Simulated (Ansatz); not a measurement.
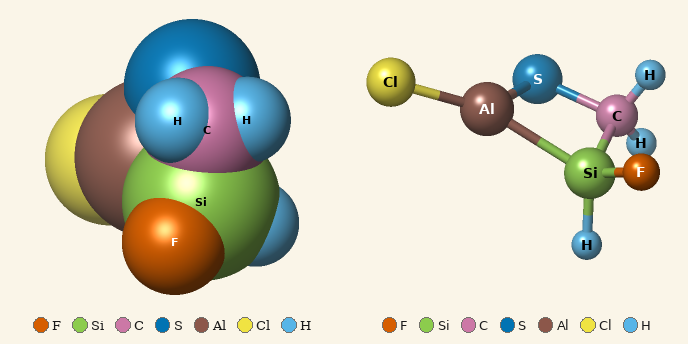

Two views of one molecule.

The geometry was computed by an optimisation with PBE0-D4/def2-TZVP.

Give the formula.

CH3AlClFSSi, 9 atoms: 1 carbon, 3 hydrogen, 1 aluminium, 1 chlorine, 1 fluorine, 1 sulfur and 1 silicon.

How many atoms are distinct by symmetry?

9: 1 F, 1 Si, 1 C, 1 S, 1 Al, 1 Cl, 1 H, 1 H, 1 H.

Give a SMILES string for it.

F[Si@@H]1C[S][Al]1[Cl]

Name some functional groups or characteristic bonds that it holds.

Among them: Si–H bond.

The parts below concern this one geometry. Atoms keep their numbers from picture to picture.

**Shape**

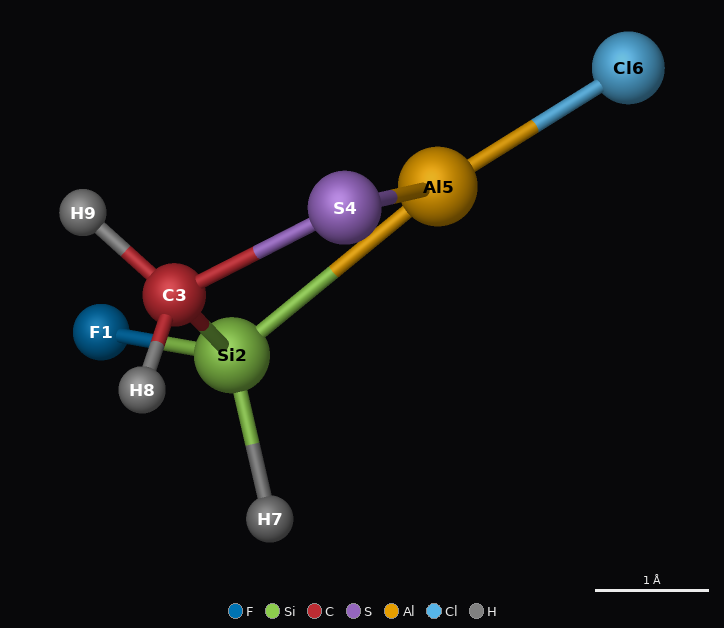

What is the geometry at S4?

S4 has 2 neighbours (C3 at 1.84, Al5 at 2.19 Å); the arrangement is bent.

Describe the coordination of atom 3.

C3 has 4 neighbours (Si2 at 1.90, S4 at 1.84, H8 at 1.09, H9 at 1.09 Å); the arrangement is tetrahedral.

Which bond is the longest?

Si2–Al5, 2.401 Å.

What is the dihedral angle F1–Si2–Al5–S4?

126° in size, that is anticlinal.

**Electronic properties**

Properties computed with RKS CAM-B3LYP-D4/def2-TZVPP (Ansatz 0.2.0).

Estimate the LUMO energy (Kohn–Sham orbital).

−0.90 eV.

Give the dispersion correction at this level.

−25.4 kJ/mol.

Give the HOMO energy (Kohn–Sham orbital) at this level.

−8.69 eV.

**Dipole moment**

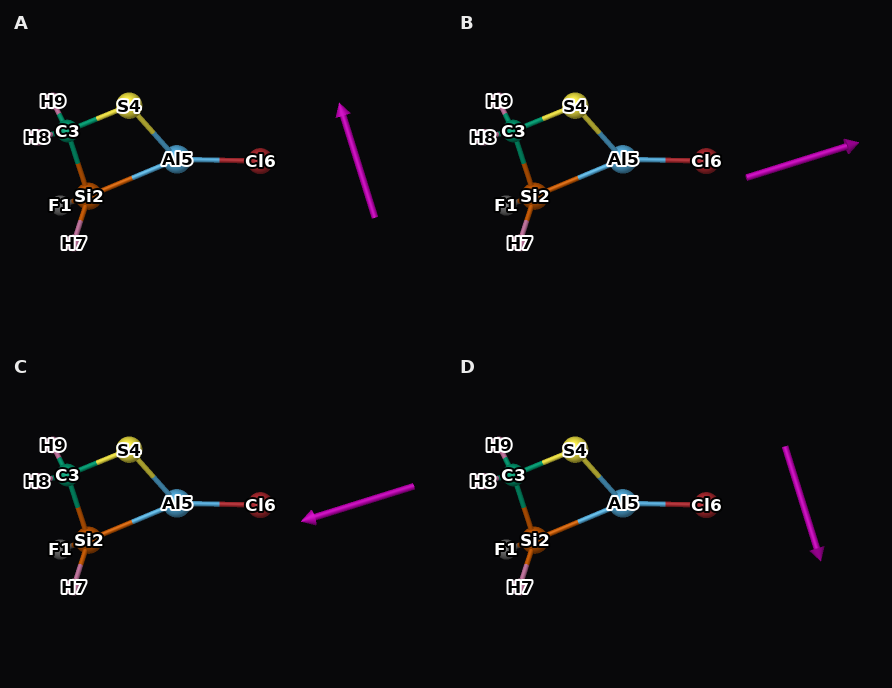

The same molecule four times, each with an arrow. Method: RKS PBE0-D4/def2-TZVP (Ansatz 0.2.0).

Which arrow points along the dipole moment, from the negative to the positive end?

C. The dipole moment is 0.91 D; it points from the side of Cl6 to the side of H8 (the outermost atoms at the two ends).

**Vibrations**

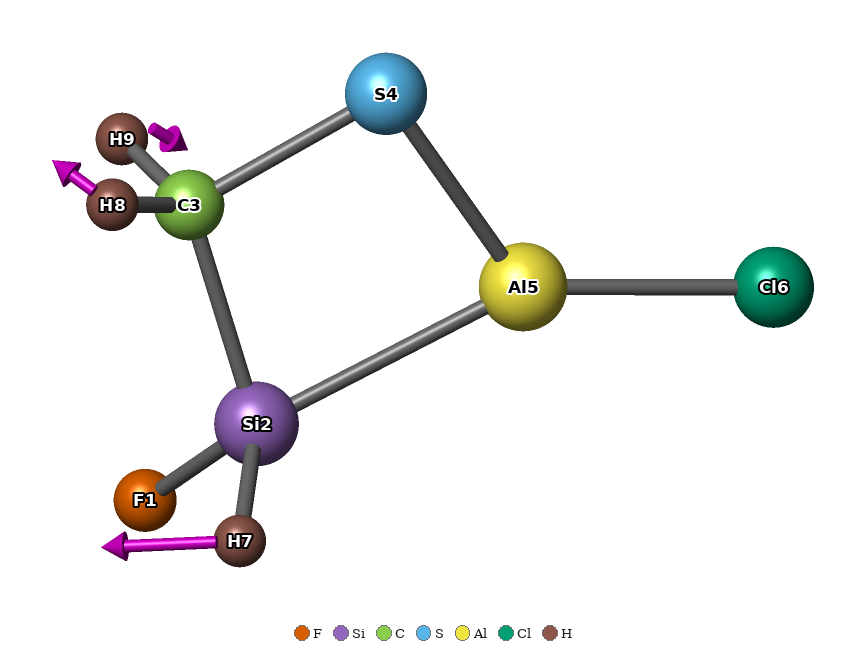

The arrows show one normal mode. Harmonic vibrations computed with RKS PBE0-D4/def2-TZVP (Ansatz 0.2.0) at a stationary point of the same level.

What kind of motion is it?

Mostly angle bending.

Estimate its harmonic wavenumber.

792 cm⁻¹; it is mode 13 of 21 counted from the lowest.

**Thermal motion**

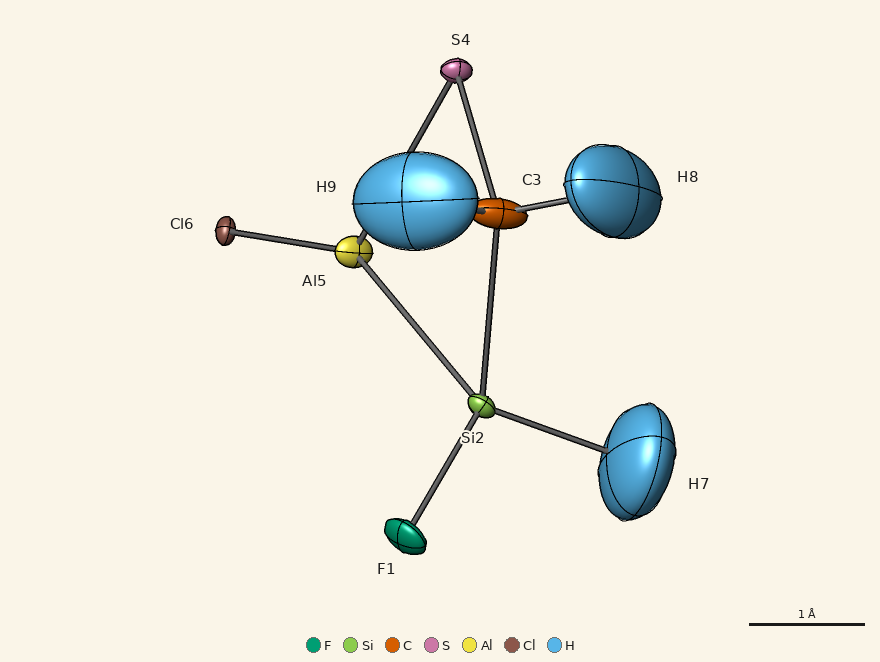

Displacement ellipsoids at the 50 % level, enlarged 2 times, from the internal vibrations of the free molecule (harmonic, no overall translation or rotation; no half-axis is drawn under 0.075 Å). Vibrations computed with RKS PBE0-D4/def2-TZVP (Ansatz 0.2.0). Temperature: 0 K (zero-point motion alone).

List U_eq and the three principal root-mean-square amplitudes for each kind of atom.

```json
{"atom": "F1", "U_eq (Å²)": "0.0032", "rms amplitudes (Å)": "0.033, 0.058, 0.072"}
{"atom": "Si2", "U_eq (Å²)": "0.0014", "rms amplitudes (Å)": "0.031, 0.038, 0.043"}
{"atom": "C3", "U_eq (Å²)": "0.0039", "rms amplitudes (Å)": "0.044, 0.049, 0.087"}
{"atom": "S4", "U_eq (Å²)": "0.0016", "rms amplitudes (Å)": "0.032, 0.040, 0.045"}
{"atom": "Al5", "U_eq (Å²)": "0.0022", "rms amplitudes (Å)": "0.033, 0.045, 0.060"}
{"atom": "Cl6", "U_eq (Å²)": "0.0013", "rms amplitudes (Å)": "0.029, 0.034, 0.043"}
{"atom": "H7", "U_eq (Å²)": "0.0223", "rms amplitudes (Å)": "0.093, 0.168, 0.173"}
{"atom": "H8", "U_eq (Å²)": "0.0214", "rms amplitudes (Å)": "0.091, 0.131, 0.197"}
{"atom": "H9", "U_eq (Å²)": "0.0214", "rms amplitudes (Å)": "0.092, 0.138, 0.192"}
```
